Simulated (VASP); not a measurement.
Band structure of BAs (zinc blende). Method: PBE GGA with D3 dispersion (zero damping), VASP's PBE PAW potentials (set 64) (plane waves; VASP).

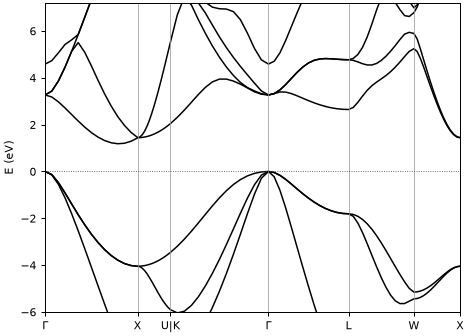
Figure: Bands along high-symmetry lines, zero at the valence-band maximum or, without a gap, the Fermi level

Q: Read the plot: is there a gap, and where are the band edges?

A: The gap is indirect, 1.18 eV, from the valence maximum at Γ to the conduction minimum at Γ-X at 0.79. (Edges off the drawn lines would not show.)

Measured: gap 1.82 eV (computed value off by -0.64 eV), as given by Wikipedia, List of semiconductor materials.

The compound is BAs in the zinc blende structure. It was relaxed first.
